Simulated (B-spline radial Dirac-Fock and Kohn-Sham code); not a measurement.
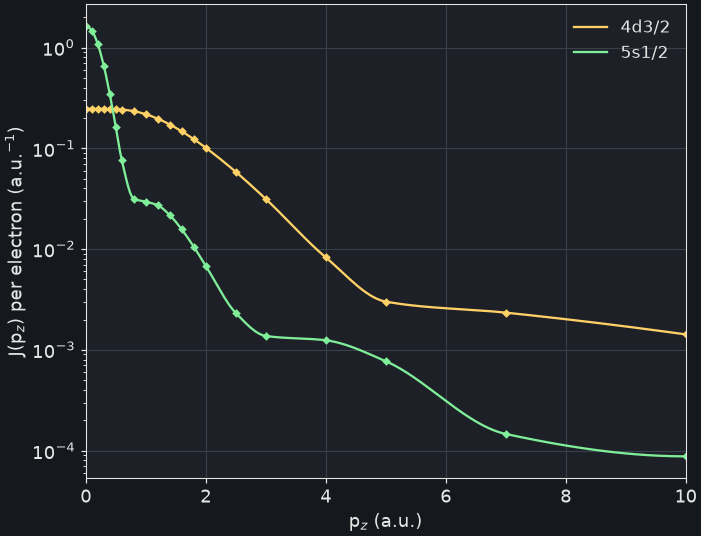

Compton profiles of the subshells 4d3/2 and 5s1/2, per electron. It refers to atomic Ag, configuration [Kr] 4d10 5s1. Method: the impulse approximation on Dirac–Fock orbitals (average of configuration) (computed with a radial B-spline solver).

Question: Which of the subshells shown has the highest J(0), and what does that say?

Answer: 5s1/2, J(0) = 1.64 a.u.⁻¹. J(0) is half the mean of 1/p, so of those shown it has the most weight at low momentum.

Question: Which of them has the largest mean momentum?

Answer: 4d3/2, ⟨p⟩ = 2.88 a.u.
